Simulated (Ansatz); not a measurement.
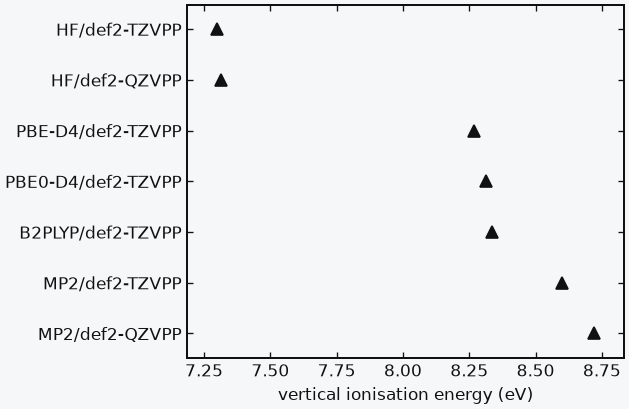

Vertical ionisation energy of CH₂AlNO₂ (imidic-acid tautomer), SMILES O[C]1=[N][Al]1[OH], singlet, taken as the energy of the cation less that of the neutral at fixed geometry (unrestricted doublet cation, cores frozen in correlated methods, no spin-orbit coupling), the Ansatz code, at a PBE0-D4/def2-TZVP geometry (a minimum by its frequencies).

### What range do the values span?

From 7.30 eV (HF/def2-TZVPP) to 8.72 eV (MP2/def2-QZVPP).

### Give the values.

```tsv
level	eV
HF/def2-TZVPP	7.30
HF/def2-QZVPP	7.32
PBE-D4/def2-TZVPP	8.27
PBE0-D4/def2-TZVPP	8.31
B2PLYP/def2-TZVPP	8.34
MP2/def2-TZVPP	8.60
MP2/def2-QZVPP	8.72
```
